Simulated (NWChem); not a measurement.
# doublet [BF3]+: levels of theory compared

Aim: a comparison of 6 runs (U-r2SCAN/aug-cc-pVDZ, UB3LYP/6-31G*, UM06-2X/aug-cc-pVDZ, UB3LYP/aug-cc-pVDZ, UPBE0/aug-cc-pVDZ) of doublet [BF3]+. 

The results are computed with NWChem 7.3.0.

18 further runs of the same task are left out: 18 set aside as unsound or not needed.

## Step 1: The system as given

[BF3]+ has 4 atoms, charge +1, and is taken as a doublet. As SMILES of the parent species, `FB(F)F`. Geometry: relaxed at PBE0-D4/def2-TZVP. That shape belongs to the parent species and isn't relaxed for this state.

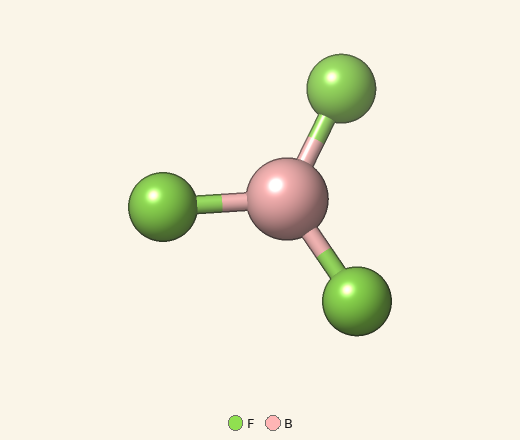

The structure, seen from a chosen angle (fluorine green, boron pink).

## Step 2: A single-point energy at U-r2SCAN/aug-cc-pVDZ (run 1)

run.py

```python
from ase import Atoms
from ase.calculators.nwchem import NWChem

atoms = Atoms(['F', 'B', 'F', 'F'], positions=[
    [0.543870, 0.210740, 1.174280],
    [0.000020, -0.000000, 0.000010],
    [-0.265170, -1.223510, -0.389620],
    [-0.278730, 1.012770, -0.784660],
])

calc = NWChem(
    label='bf3',
    theory='dft',
    memory='2200 mb',
    basis='aug-cc-pVDZ',
    basispar='spherical bse',
    charge=1,
    dft={'xc': 'r2scan', 'mult': '2', 'grid': 'fine', 'convergence': 'energy 1e-08', 'iterations': '100', 'mulliken': None, 'print': 'low'},
    task='energy',
)
atoms.calc = calc

print("Total energy (eV):", round(atoms.get_potential_energy(), 6))
```

Run with:

```bash
$ export ASE_NWCHEM_COMMAND="nwchem PREFIX.nwi > PREFIX.nwo"
$ python run.py
```

The log of the run:

```text
Total energy (eV): -8813.964852
```

The calculator wrote bf3.nwi:

```
title "bf3"

permanent_dir bf3

scratch_dir bf3

start bf3

geometry units angstrom nocenter noautosym noautoz
  F  5.4386999999999996e-01 2.1074000000000001e-01 1.1742800000000000e+00
  B  2.0000000000000002e-05 -0.0000000000000000e+00 1.0000000000000001e-05
  F  -2.6517000000000002e-01 -1.2235100000000001e+00 -3.8962000000000002e-01
  F  -2.7872999999999998e-01 1.0127699999999999e+00 -7.8466000000000002e-01
end

charge 1

memory 2200 mb

basis spherical bse noprint
   * library aug-cc-pVDZ
end

dft
  xc r2scan
  mult 2
  grid fine
  convergence energy 1e-08
  iterations 100
  mulliken
  print low
end

task dft energy
```

bf3.nwo:

```text
Northwest Computational Chemistry Package (NWChem) 7.3.0
             --------------------------------------------------------

           Job information
           ---------------

    nwchem branch   = 7.3.0
    use scalapack   = T
    input           = bf3.nwi
    prefix          = bf3.
    data base       = bf3/bf3.db
    status          = startup
    nproc           =        1

           Memory information
           ------------------

[... 5 lines left out ...]
    hardfail = no
[... 36 lines left out ...]
            Nuclear Dipole moment (a.u.)
[... 87 lines left out ...]
         Total DFT energy =     -323.907236612338
[... 1 line left out ...]
           Coulomb energy =      260.170198493737
[... 1 line left out ...]
 Nuclear repulsion energy =      111.109154318702
[... 42 lines left out ...]
    Atom       Charge   Shell Charges
 -----------   ------   -------------------------------------------------------
    1 F    9     0.36   0.00  0.01 -0.00 -0.00  0.26  0.10 -0.00  0.00 -0.00
    2 B    5    -0.07  -0.00 -0.00 -0.00 -0.00 -0.02 -0.01 -0.00 -0.02 -0.01
    3 F    9     0.36   0.00  0.01 -0.00 -0.00  0.26  0.10 -0.00  0.00 -0.00
    4 F    9     0.36   0.00  0.01 -0.00 -0.00  0.26  0.10 -0.00  0.00 -0.00

     --------------------------
     Expectation value of S2:
     --------------------------
      <S2> =      0.7540 (Exact =     0.7500)

 Task  times  cpu:       15.0s     wall:       15.0s
 Total times  cpu:       15.1s     wall:       15.1s
```

Run time: 16 s. Hardware: 1 thread of Intel Xeon 6975P-C (Granite Rapids), shared host; peak memory 0.11 GiB.

## Step 3: The energy at UB3LYP/6-31G(d) (Cartesian functions) (run 2)

work.nw

```
start work
title "BF3 B3LYP"
memory 2200 mb
charge 1

geometry units angstrom noautosym nocenter noautoz
F        0.543870       0.210740       1.174280
B        0.000020       0.000000       0.000010
F       -0.265170      -1.223510      -0.389620
F       -0.278730       1.012770      -0.784660
end

basis "ao basis" cartesian
F library 6-31G*
B library 6-31G*
end

dft
xc b3lyp
mult 2
grid xfine
convergence energy 1e-08
maxiter 100
mulliken
print low
end

task dft energy
```

Run with:

```bash
$ nwchem work.nw > work.out
```

The log of the run:

```text
[...]
 d= 0,ls=0.0,diis     1   -323.8846262698 -4.35D+02  9.24D-03  3.62D-01     1.1
[...]
 d= 0,ls=0.0,diis    10   -324.0091707185 -3.64D-09  1.28D-07  1.47D-09    11.0
[...]
         Total DFT energy =     -324.009170718549
      One electron energy =     -660.475876987720
           Coulomb energy =      260.411810056167
    Exchange-Corr. energy =      -35.054258105698
 Nuclear repulsion energy =      111.109154318702
[...]
      Total Density - Mulliken Population Analysis
     ---------------------------------------------
    Atom       Charge   Shell Charges
 -----------   ------   -------------------------------------------------------
    1 F    9     8.93   1.99  1.00  3.27  0.84  1.74  0.09
    2 B    5     4.21   1.99  0.50  1.32  0.03  0.17  0.20
    3 F    9     8.93   1.99  1.00  3.27  0.84  1.74  0.09
    4 F    9     8.93   1.99  1.00  3.27  0.84  1.74  0.09
[...]
      <S2> =      0.7548 (Exact =     0.7500)
[...]
```

Wall time 12 s (1 thread of Intel Xeon 6975P-C (Granite Rapids), shared host); peak memory 0.12 GiB.

Run 3 isn't shown in full; the table further down has it.

## Step 4: A single-point energy at UB3LYP/6-31G(d) (spherical functions) (run 4)

sp.nw

```
start sp
memory 2200 mb
charge 1
geometry units angstrom noautosym nocenter noautoz
F     0.543870    0.210740    1.174280
B     0.000020    0.000000    0.000010
F    -0.265170   -1.223510   -0.389620
F    -0.278730    1.012770   -0.784660
end
basis spherical bse
* library 6-31G*
end
dft
xc b3lyp
mult 2
grid xfine
convergence energy 1e-08
iterations 100
mulliken
print medium
end
task dft
```

Run with:

```bash
$ nwchem sp.nw > sp.out
```

The log of the run:

```text
[...]
          Wavefunction type:  spin polarized.
          No. of atoms     :     4
          No. of electrons :    31
[...]
          Charge           :     1
          Spin multiplicity:     2
[...]
          AO basis - number of functions:    56
[...]
              XC Information
              --------------
                         B3LYP Method XC Potential
                     Hartree-Fock (Exact) Exchange  0.200
                        Slater Exchange Functional  0.800 local
                    Becke 1988 Exchange Functional  0.720 non-local
              Lee-Yang-Parr Correlation Functional  0.810
                  VWN I RPA Correlation Functional  0.190 local
[...]
 d= 0,ls=0.0,diis     1   -323.8811787059 -4.35D+02  9.20D-03  3.41D-01     1.2
[...]
 d= 0,ls=0.0,diis    10   -324.0053918898 -5.26D-09  1.59D-07  1.11D-09     9.4
[...]
         Total DFT energy =     -324.005391889846
      One electron energy =     -660.507753698521
           Coulomb energy =      260.472655630362
    Exchange-Corr. energy =      -35.079448140389
 Nuclear repulsion energy =      111.109154318702
[...]
      Total Density - Mulliken Population Analysis
     ---------------------------------------------
    Atom       Charge   Shell Charges
 -----------   ------   -------------------------------------------------------
    1 F    9     8.96   2.00  0.97  3.26  0.97  1.74  0.02
    2 B    5     4.12   2.00  0.46  1.31 -0.01  0.12  0.24
    3 F    9     8.96   2.00  0.97  3.26  0.97  1.74  0.02
    4 F    9     8.96   2.00  0.97  3.26  0.97  1.74  0.02
[...]
      <S2> =      0.7547 (Exact =     0.7500)
[...]
```

Wall time 9.9 s (1 thread of Intel Xeon 6975P-C (Granite Rapids), shared host); peak memory 0.12 GiB.

Run 5 isn't shown in full; the table further down has it.

## Step 5: The energy at UPBE0/aug-cc-pVDZ (run 6)

geom.nw

```
start geom
title "BF3 PBE0"
memory stack 880 mb heap 220 mb global 1100 mb
charge 1
geometry units au noautosym nocenter noautoz
  F   1.02776535  0.39824088  2.21906759
  B   0.00003779  0.00000000  0.00001890
  F  -0.50109868 -2.31209881 -0.73627509
  F  -0.52672336  1.91385793 -1.48279250
end
basis spherical bse
  F library aug-cc-pVDZ
  B library aug-cc-pVDZ
end
dft
  xc pbe0
  mult 2
  grid fine
  convergence energy 1e-08
  maxiter 100
  mulliken
end
task dft energy
```

Run with:

```bash
$ nwchem geom.nw > geom.out
```

The log of the run:

```text
[...]
          Wavefunction type:  spin polarized.
          No. of atoms     :     4
          No. of electrons :    31
[...]
          Charge           :     1
          Spin multiplicity:     2
[...]
          AO basis - number of functions:    92
[...]
              XC Information
              --------------
                         PBE0 Method XC Functional
                     Hartree-Fock (Exact) Exchange  0.250
          PerdewBurkeErnzerhof Exchange Functional  0.750
            Perdew 1991 LDA Correlation Functional  1.000 local
           PerdewBurkeErnz. Correlation Functional  1.000 non-local
[...]
 d= 0,ls=0.0,diis     1   -323.5769775286 -4.35D+02  7.21D-03  3.75D-01     2.0
[...]
 d= 0,ls=0.0,diis    10   -323.7111919419 -4.73D-09  1.51D-07  1.90D-09    14.1
[...]
         Total DFT energy =     -323.711191941870
      One electron energy =     -660.160824505147
           Coulomb energy =      260.055828220168
    Exchange-Corr. energy =      -34.715342014189
 Nuclear repulsion energy =      111.109146357298
[...]
      Total Density - Mulliken Population Analysis
     ---------------------------------------------
    Atom       Charge   Shell Charges
 -----------   ------   -------------------------------------------------------
    1 F    9     9.03   2.01  0.92  0.96  0.12  3.28  1.65  0.08  0.01  0.02
    2 B    5     3.90   2.03  0.45 -0.35 -0.01  1.46 -0.15 -0.00  0.42  0.05
    3 F    9     9.03   2.01  0.92  0.96  0.12  3.28  1.65  0.08  0.01  0.02
    4 F    9     9.03   2.01  0.92  0.96  0.12  3.28  1.65  0.08  0.01  0.02
[...]
      <S2> =      0.7565 (Exact =     0.7500)
[...]
```

Run time: 15 s. Hardware: 1 thread of Intel Xeon 6975P-C (Granite Rapids), shared host; peak memory 0.11 GiB.

## Step 6: Overview of the runs

```
run                                level  Cartesian functions  integration grid  energy (Eh)   ⟨S²⟩  wall time
  1                 U-r2SCAN/aug-cc-pVDZ                   no              fine  -323.907237  0.754       16 s
  2  UB3LYP/6-31G* (Cartesian functions)                  yes             xfine  -324.009171  0.755       12 s
  3                  UM06-2X/aug-cc-pVDZ                   no              fine  -323.908055  0.761       18 s
  4  UB3LYP/6-31G* (spherical functions)                   no             xfine  -324.005392  0.755      9.9 s
  5                   UB3LYP/aug-cc-pVDZ                   no              fine  -324.034520  0.755       14 s
  6                    UPBE0/aug-cc-pVDZ                   no              fine  -323.711192  0.756       15 s
```

## Step 7: Summary of results

| quantity | value |
| --- | --- |
| run 6: total energy | -323.71119 Eh |
| run 6: HOMO energy (highest over α and β) | -21.39 eV |
| run 6: LUMO energy (lowest over α and β) | -18.40 eV |
| run 6: ⟨S²⟩ | 0.756 |

**Reading.** Totals of different functionals can't be ranked against each other. All runs together took 84 s, the longest 18 s.
